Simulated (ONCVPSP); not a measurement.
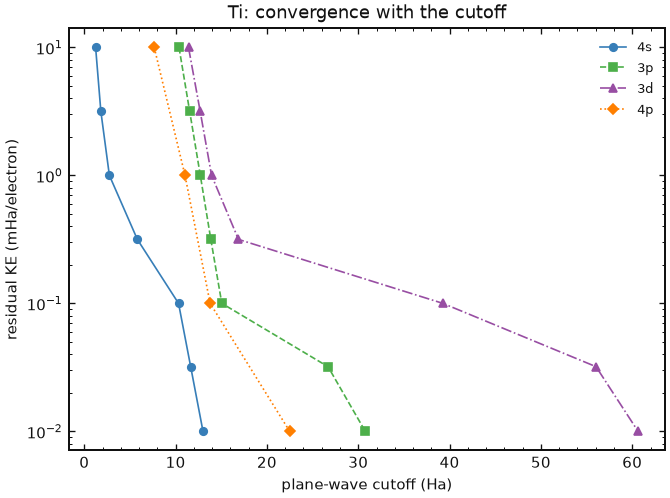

Residual kinetic energy of the pseudo-waves (the first of each channel, and further valence shells) beyond the plane-wave cutoff, as the generator prints it.

- Cutoffs for 1 mHa per electron: 3d: 14 Ha; 3p: 13 Ha; 4p: 11 Ha; 4s: 2.7 Ha.
- Cutoffs for the occupied states: 14 Ha for 1 mHa and 39 Ha for 0.1 mHa per electron. The first is set by 3d.

## Run report: Ti, pseudopotential generation

- system: titanium (Ti, Z = 22), core [Ne] 3s2, reference valence 3p6 3d2 4s1 4p1, valence charge 10.
- method: ONCV potential, PBE, scalar-relativistic, made with ONCVPSP 4.0.1

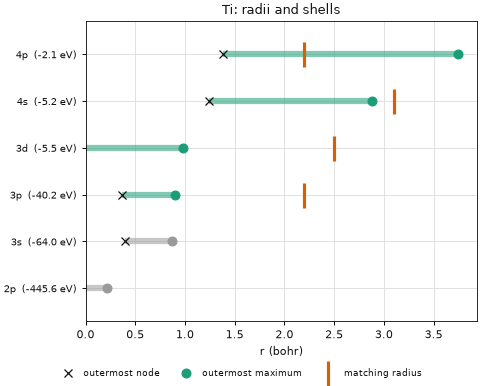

Outer shells of the all-electron reference atom: each bar runs from the outermost node (or the nucleus) to the outermost maximum of u(r); the tick is the radius chosen for the pseudo-wave. Shells without a tick have no pseudo-wave of their own. Levels, nodes and maxima are from ld1.x, scalar-relativistic.

- Radii against the shells: 3p: 2.20 bohr, outside the maximum; 3d: 2.50 bohr, outside the maximum; 4s: 3.10 bohr, outside the maximum; 4p: 2.20 bohr, between node and maximum.

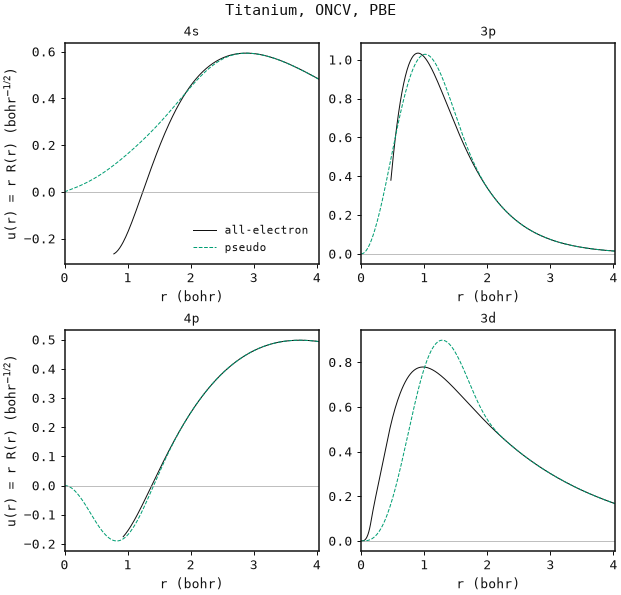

Pseudo-waves (dashed) against the all-electron radial functions (solid). The innermost oscillations of some all-electron curves aren't drawn. Reference configuration 3p6 3d2 4s1 4p1.

- Matching radii: 4s at 3.10 bohr; 3p at 2.20 bohr; 4p at 2.20 bohr; 3d at 2.50 bohr. The curves merge smoothly, so the plot gives these only roughly.
- Nodes of the pseudo-waves: 4s has no node; 3p has no node; 4p has a node at about 1.4 bohr; 3d has no node. A node in 4p is expected, since a lower shell of the same l is also in the valence and the two must stay orthogonal.
- Cutoffs needed: 14 Ha (loose) and 39 Ha (tight), as the cutoffs at which the residual kinetic energy of the hardest occupied pseudo-wave falls to 1 and 0.1 mHa per electron.

These pictures come from the run below.

**Input file**
```
# ATOM AND REFERENCE CONFIGURATION
# atsym  z   nc   nv     iexc    psfile
  Ti 22.00    4    4        4      upf
#
#   n    l    f
    1    0    2.00
    2    0    2.00
    2    1    6.00
    3    0    2.00
    3    1    6.00
    3    2    2.00
    4    0    1.00
    4    1    1.00
#
# PSEUDOPOTENTIAL AND OPTIMIZATION
# lmax
    2
#
#   l,   rc,      ep,       ncon, nbas, qcut
    0    3.10    0.00    4    7    2.10
    1    2.20    0.00    4    7    5.40
    2    2.50    0.00    5   10    5.40
#
# LOCAL POTENTIAL
# lloc, lpopt,  rc(5),   dvloc0
    4    2    1.55    6.00
#
# VANDERBILT-KLEINMAN-BYLANDER PROJECTORs
# l, nproj, debl
    0    2    0.60
    1    2    1.70
    2    2    1.40
#
# MODEL CORE CHARGE
# icmod, fcfact, rcfact
    3    2.00    1.65
#
# LOG DERIVATIVE ANALYSIS
# epsh1, epsh2, depsh
   -3.00    5.00    0.02
#
# OUTPUT GRID
# rlmax, drl
    6.00    0.01
#
# TEST CONFIGURATIONS
# ncnf
    4
# nvcnf
#   n    l    f
    4
    3    1    6.00
    3    2    2.00
    4    0    2.00
    4    1    0.00
#
    4
    3    1    6.00
    3    2    2.00
    4    0    1.00
    4    1    0.00
#
    4
    3    1    6.00
    3    2    2.00
    4    0    0.00
    4    1    0.00
#
    4
    3    1    6.00
    3    2    3.00
    4    0    1.00
    4    1    0.00
#
```

Command:
```bash
oncvpsp.x < Ti.dat > Ti.out
```

**Output (extracts)**
```
ONCVPSP  (Optimized Norm-Conservinng Vanderbilt PSeudopotential)
scalar-relativistic version 4.0.1

#   n    l    f        energy (Ha)
    1    0    2.00    -1.7897807E+02
    2    0    2.00    -1.9779789E+01
    2    1    6.00    -1.6374060E+01
    3    0    2.00    -2.3509114E+00
    3    1    6.00    -1.4772352E+00
    3    2    2.00    -2.0159744E-01
    4    0    1.00    -1.9197930E-01
    4    1    1.00    -7.6244600E-02

Reference configufation results
  iterations    24
  all-electron total energy (Ha)   -8.53451395D+02

Begin loop to  construct optimized pseudo wave functions
and semi-local pseudopoentials for all angular momenta

   Wellstate for l =  0  n =  5
     eigenvalue =   0.4080
     asymptotic potential =   0.9080
     half-point radius =  5.5057

Calculating optimized projector #   1

 for l=   0

    Fraction of norm inside rc  0.446447
    Optimizing pswf for qcut=   2.10 a_B^-1,  ecut=   2.21 Ha
    Residual kinetic energy error=  1.46D-03 Ha

    Energy error per electron        Cutoff
         Ha          eV             Ha
         0.01000     0.27211        1.24
         0.00100     0.02721        2.75
         0.00010     0.00272       10.32
         0.00001     0.00027       13.00

Calculating optimized projector #   2

 for l=   0

    Fraction of norm inside rc  0.281437
    Optimizing pswf for qcut=   2.10 a_B^-1,  ecut=   2.21 Ha
    Residual kinetic energy error=  8.89D-03 Ha

    Energy error per electron        Cutoff
         Ha          eV             Ha
         0.01000     0.27211        2.22
         0.00100     0.02721        4.10
         0.00010     0.00272       10.35
         0.00001     0.00027       13.49

Calculating optimized projector #   1

 for l=   1

    Fraction of norm inside rc  0.979638
    Optimizing pswf for qcut=   5.40 a_B^-1,  ecut=  14.57 Ha
    Residual kinetic energy error=  1.30D-04 Ha

    Energy error per electron        Cutoff
         Ha          eV             Ha
         0.01000     0.27211       10.37
         0.00100     0.02721       12.71
         0.00010     0.00272       15.06
         0.00001     0.00027       30.77

Calculating optimized projector #   2

 for l=   1

    Fraction of norm inside rc  0.052275
    Optimizing pswf for qcut=   5.40 a_B^-1,  ecut=  14.57 Ha
    Residual kinetic energy error=  4.85D-05 Ha

    Energy error per electron        Cutoff
         Ha          eV             Ha
         0.01000     0.27211        7.66
         0.00100     0.02721       11.03
         0.00010     0.00272       13.78
         0.00001     0.00027       22.49

   Wellstate for l =  2  n =  5
     eigenvalue =   1.1984
     asymptotic potential =   1.6984
     half-point radius =  4.7744

Calculating optimized projector #   1

 for l=   2

    Fraction of norm inside rc  0.861940
    Optimizing pswf for qcut=   5.40 a_B^-1,  ecut=  14.56 Ha
    Residual kinetic energy error=  4.64D-04 Ha

    Energy error per electron        Cutoff
         Ha          eV             Ha
         0.01000     0.27211       11.41
         0.00100     0.02721       13.94
         0.00010     0.00272       39.26
         0.00001     0.00027       60.63

Calculating optimized projector #   2

 for l=   2

    Fraction of norm inside rc  0.259348
    Optimizing pswf for qcut=   5.40 a_B^-1,  ecut=  14.56 Ha
    Residual kinetic energy error=  3.91D-03 Ha

    Energy error per electron        Cutoff
         Ha          eV             Ha
         0.01000     0.27211       13.29
         0.00100     0.02721       24.10
         0.00010     0.00272       69.04
         0.00001     0.00027       77.27

Construct Vanderbilt / Kleinmman-Bylander projectors

B matrix Hermiticity error, ll=   0
   1   2    1.8833E-05

  Orthonormal projector coefficients  1.7391E+00  7.4732E-01

B matrix Hermiticity error, ll=   1
   1   2    5.6423E-05

  Orthonormal projector coefficients -6.9724E+00 -1.9395E+00

B matrix Hermiticity error, ll=   2
   1   2   -6.4600E-05

  Orthonormal projector coefficients -7.0264E+00 -1.7583E+00

Model core correction analysis
  based on d2Exc/dn_idn_j

d2excae - all-electron derivatives

   -3.619891D-02   -2.523071D-02   -3.043986D-03   -1.247347D-03
   -2.523102D-02   -2.358626D-02   -1.025887D-02   -5.028923D-03
   -3.042963D-03   -1.025645D-02   -3.111405D-02   -2.439791D-02
   -1.247112D-03   -5.026023D-03   -2.438895D-02   -2.740264D-02

d2excps - pseudofunction derivatives with no core correction

   -4.380902D-02   -2.783009D-02   -3.096317D-03   -1.559465D-03
   -2.782995D-02   -2.972551D-02   -1.097126D-02   -4.883314D-03
   -3.095296D-03   -1.096836D-02   -3.085794D-02   -2.430543D-02
   -1.559320D-03   -4.880397D-03   -2.429712D-02   -2.741612D-02

rms 2nd derivative error    2.627442E-03

rmatch, rhocmatch    0.6259    8.9746

Teter function model core charge with specified parameters

d2excps - pseudofunction derivatives with core correction

   -3.924969D-02   -2.699673D-02   -3.042201D-03   -1.324897D-03
   -2.699643D-02   -2.974182D-02   -1.097330D-02   -4.830048D-03
   -3.041173D-03   -1.097040D-02   -3.085687D-02   -2.430153D-02
   -1.324694D-03   -4.827138D-03   -2.429321D-02   -2.740455D-02

rms 2nd derivative error    1.847793E-03

Pseudoatom total energy  -36.366609

Diagnostic tests using Vanderbilt-Kleinman-Bylander pseudopotentials
  1 or more projectors used as specified by nproj input data

   l    rcore       rmatch      e in        delta e   norm test  slope test

   0   3.1099629   3.2043881  -0.1919793  -0.0000003   1.0000131   1.0000195
   0   3.1099629   3.2043881   0.4080207   0.0000000   1.0000670   1.0000670

   1   2.2114153   2.2785586  -1.4772352   0.0000001   1.0001112   1.0001048
   1   2.2114153   2.2785586  -0.0762446   0.0000009   1.0000144   1.0000117

   2   2.5074247   2.5835556  -0.2015974  -0.0000003   1.0000449   1.0000488
   2   2.5074247   2.5835556   1.1984026   0.0000094   1.0000469   1.0000469

 Testing for bound ghosts
   n   l    E NL Schr. Eq   E Basis Diag.   E Cutoff

   1   0       -0.191980       -0.191178     19.33

   2   1       -1.477235       -1.477180     45.98
   3   1       -0.076244       -0.034065     45.98

   3   2       -0.201598       -0.201325     88.23

 Testing for highly-localized positive-energy ghosts
       l    <radius>/rc     E Basis Diag.   E Cutoff

Test configuration 0

   n   l     f        eae           eps        diff
   1   0  2.0000 -178.97807165
   2   0  2.0000  -19.77978906
   2   1  6.0000  -16.37406043
   3   0  2.0000   -2.35091144
   3   1  6.0000   -1.47723523   -1.47723511    1.21D-07
   3   2  2.0000   -0.20159744   -0.20159770   -2.62D-07
   4   0  1.0000   -0.19197930   -0.19197960   -3.02D-07
   4   1  1.0000   -0.07624460   -0.07624371    8.93D-07

    Total energies and differences
      AE_ref= -8.53451395D+02  AE_tst= -8.53451395D+02  dif=  0.00D+00
      PS_ref= -3.63666094D+01  PS_tst= -3.63666094D+01  dif=  9.76D-12
      PSP excitation error= -9.76D-12

Test configuration 1

   n   l     f        eae           eps        diff
   1   0  2.0000 -178.92814636
   2   0  2.0000  -19.73206107
   2   1  6.0000  -16.32622220
   3   0  2.0000   -2.30174004
   3   1  6.0000   -1.42810959   -1.42976108   -1.65D-03
   3   2  2.0000   -0.15651097   -0.15665314   -1.42D-04
   4   0  2.0000   -0.16415853   -0.16401160    1.47D-04

    Total energies and differences
      AE_ref= -8.53451395D+02  AE_tst= -8.53564434D+02  dif= -1.13D-01
      PS_ref= -3.63666094D+01  PS_tst= -3.64795178D+01  dif= -1.13D-01
      PSP excitation error= -1.31D-04

Test configuration 2

   n   l     f        eae           eps        diff
   1   0  2.0000 -179.19977875
   2   0  2.0000  -19.99822907
   2   1  6.0000  -16.59286259
   3   0  2.0000   -2.56945398
   3   1  6.0000   -1.69605428   -1.69730453   -1.25D-03
   3   2  2.0000   -0.41776036   -0.41858916   -8.29D-04
   4   0  1.0000   -0.38038938   -0.38020967    1.80D-04

    Total energies and differences
      AE_ref= -8.53451395D+02  AE_tst= -8.53294436D+02  dif=  1.57D-01
      PS_ref= -3.63666094D+01  PS_tst= -3.62096713D+01  dif=  1.57D-01
      PSP excitation error=  2.08D-05

Test configuration 3

   n   l     f        eae           eps        diff
   1   0  2.0000 -179.52514372
   2   0  2.0000  -20.31618171
   2   1  6.0000  -16.91144416
   3   0  2.0000   -2.88664728
   3   1  6.0000   -2.01257144   -2.01349409   -9.23D-04
   3   2  2.0000   -0.72322626   -0.72484804   -1.62D-03

    Total energies and differences
      AE_ref= -8.53451395D+02  AE_tst= -8.52795674D+02  dif=  6.56D-01
      PS_ref= -3.63666094D+01  PS_tst= -3.57110389D+01  dif=  6.56D-01
      PSP excitation error=  1.50D-04

Test configuration 4

   n   l     f        eae           eps        diff
   1   0  2.0000 -178.81123721
   2   0  2.0000  -19.59394551
   2   1  6.0000  -16.19007601
   3   0  2.0000   -2.18005962
   3   1  6.0000   -1.31213253   -1.31232392   -1.91D-04
   3   2  3.0000   -0.07038943   -0.07257387   -2.18D-03
   4   0  1.0000   -0.13704867   -0.13495755    2.09D-03

    Total energies and differences
      AE_ref= -8.53451395D+02  AE_tst= -8.53523807D+02  dif= -7.24D-02
      PS_ref= -3.63666094D+01  PS_tst= -3.64419667D+01  dif= -7.54D-02
      PSP excitation error=  2.94D-03
```

**Key numbers**

- outcome: generated
- cutoffs needed: 14 Ha and 39 Ha (the cutoffs at which the residual kinetic energy of the hardest occupied pseudo-wave falls to 1 and 0.1 mHa per electron)
- ghost test: no bound ghost flagged; no localised positive-energy state flagged
- largest excitation error: +80 meV (all-electron minus pseudo) for 3p6 3d3 4s1 4p0, out of 4 test configurations
- rms error of d²Exc/dni dnj: 2.63 mHa without and 1.85 mHa with the model core
- range over which the phases arctan(r R′/R) at the test radius agree within 0.05 rad (a looser test near the poles than one of phase shifts): s: between about -2.3 and 1.3 Ha; p: up to about 4.2 Ha; d: up to about 3.3 Ha; f: not judged, local potential alone
- hardware: 1 CPU thread, shared host
- wall time: 5.2 s

**Notes**

The scattering phases part by more than π/2 and stay apart in s from about 3.9 Ha: a level there is either far displaced or one that only the pseudo-atom has.
